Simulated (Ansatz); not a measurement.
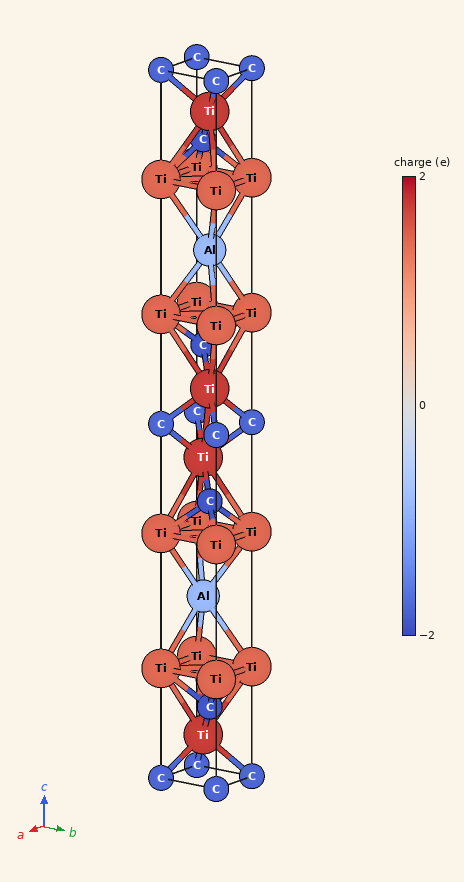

The crystal in a ball-and-stick representation, seen slightly off an axis. The simulation cell is outlined; an atom on or near a face, edge or corner is repeated at each equivalent position. The atoms of this Ti4AlC3 cell are coloured by their Bader charge.

The calculation used DFT, PAW plane waves, r2SCAN in Ansatz, with a basis cut at 500 eV, the zone sampled with 13×13×2 points, Fermi-Dirac smearing of 0.1 eV, no spin polarisation. The pressure of the cell is 25 GPa.

Give the charges by element.

Most positive: Ti; most negative: C. Charges: about Ti +1.4 to +1.7 e; Al -0.8 e; C -1.9 to -1.7 e.

The picture shows a generated cell, made by putting these elements into a known structure type (the compound may or may not exist in this form); the geometry isn't optimised. It was run through Ansatz as a DFT input.

At this level of theory the cell isn't at rest (compressed, at 25 GPa and forces up to 2.8 eV/Å), so its distances can differ from those at equilibrium, the more so the softer the solid.
